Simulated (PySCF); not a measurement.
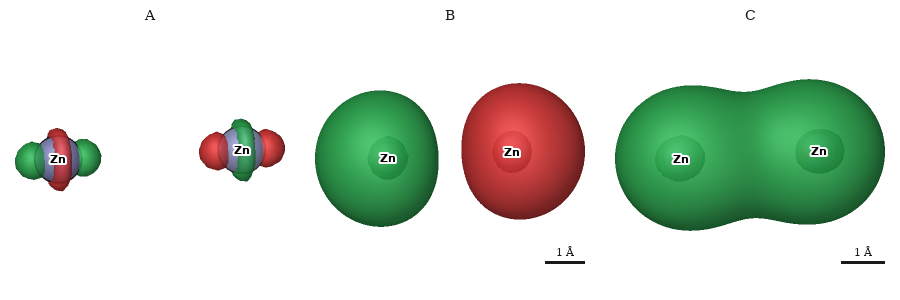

Figure 1: Zn2. Three frontier orbitals, each drawn at the value that holds 80 % of its norm (green and red are the two phases), in no order; of a degenerate pair one member is drawn.

Computed with PBE0/def2-TZVPP, non-relativistic Hamiltonian with scalar-relativistic core potentials where named, at a bond length of 3.350 Å (PySCF).

Name the orbitals and rank them from lowest to highest energy.

Orbital A: σu, occupied, −13.36 eV; antibonding, with a node between the atoms.
Orbital C: σg, occupied, −7.35 eV; with no node between the nuclei.
Orbital B: σu, occupied, −5.90 eV; antibonding, with a node between the atoms.
